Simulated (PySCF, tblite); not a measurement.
# C7H16N2: geometry, infrared bands and NMR shifts

Wanted: the infrared bands and NMR shifts of C7H16N2 (`CC(C)[C@H]1CCNN1C`), by calculation.

Programs: tblite 0.8.0 and PySCF 2.14.0, with density-fitted response routines of our own. Each step states its level of theory. These are calculated values for one molecule in the gas phase, unless marked as measured. Atoms are numbered from 0 throughout.

### 1 Starting geometry

25 atoms, charge 0, multiplicity 1; geometry from: force field or distance geometry start.

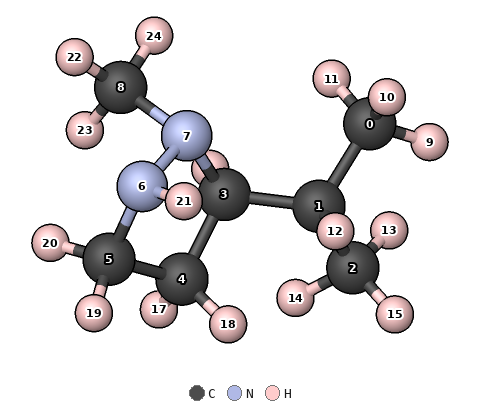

The starting geometry (carbon dark grey, nitrogen light blue, hydrogen pink), atoms numbered.

### 2 Geometry optimisation with GFN2-xTB

The job: settings as JSON, then the geometry in Å.

```
{"job": {"kind": "relax", "xc": "GFN2-xTB", "basis": "xTB"}, "charge": 0, "multiplicity": 1}
C      2.147700    -1.067700     0.465900
C      1.238600    -0.291900    -0.485800
C      2.083800     0.895000    -0.949100
C     -0.027900     0.177700     0.156500
C     -0.828200     0.917400    -0.868200
C     -2.232500     0.358300    -0.723600
N     -1.964400    -0.967800    -0.245600
N     -0.874400    -0.859500     0.663500
C     -1.449000    -0.382300     1.924400
H      3.189300    -0.792200     0.202800
H      2.004500    -2.162000     0.269800
H      1.917000    -0.787600     1.507500
H      1.036400    -0.919600    -1.335400
H      2.949500     0.976600    -0.283800
H      1.442700     1.819200    -0.856100
H      2.427500     0.719000    -1.963200
H      0.230300     0.834700     1.030400
H     -0.816200     1.991800    -0.743500
H     -0.433100     0.693800    -1.891900
H     -2.790400     0.365100    -1.670300
H     -2.800600     0.957200     0.019600
H     -1.714600    -1.649800    -0.981500
H     -2.346700    -0.948000     2.211700
H     -1.716200     0.701900     1.849900
H     -0.684000    -0.555200     2.705200
```

Run with:

```
$ OMP_NUM_THREADS=1 python probes_run.py task.json out
```

The driver reads the jobs from task.json and runs them one after another.

**Question.** This job is followed by: GFN2-xTB harmonic vibrations, gas phase; GIAO PBE0/pcSseg-1 NMR shielding, non-relativistic, gas phase. Predict these results of the whole session: strongest single infrared mode (GFN2-xTB); zero-point energy (GFN2-xTB); 13C shifts against TMS (PBE0/pcSseg-1); 1H shifts against TMS (PBE0/pcSseg-1, means over atoms taken as alike); 15N shifts against NH3 (PBE0/pcSseg-1).

As calculated:

```
                                                              quantity                                                           value
                             strongest single infrared mode (GFN2-xTB)                                            3035 cm⁻¹, 81 km/mol
                                          zero-point energy (GFN2-xTB)                                                  141.9 kcal/mol
                                13C shifts against TMS (PBE0/pcSseg-1)                    76.5, 49.6, 47.3, 40.1, 38.3, 23.5, 21.9 ppm
1H shifts against TMS (PBE0/pcSseg-1, means over atoms taken as alike)  3.23, 3.19, 2.88, 2.60, 2.28, 2.08, 1.41, 1.21, 0.96, 0.86 ppm
                                15N shifts against NH3 (PBE0/pcSseg-1)                                                120.0, 113.9 ppm
```

What this shows: Relaxing lowered the energy by 0.904 eV in 95 steps; the close pair that moved most is C3–C4, from 1.496 to 1.548 Å. No mode is imaginary among the 69: a minimum at this level. GFN2-xTB is a fitted tight-binding method: band positions and strengths are rough. Its intensities can rank the bands wrongly.
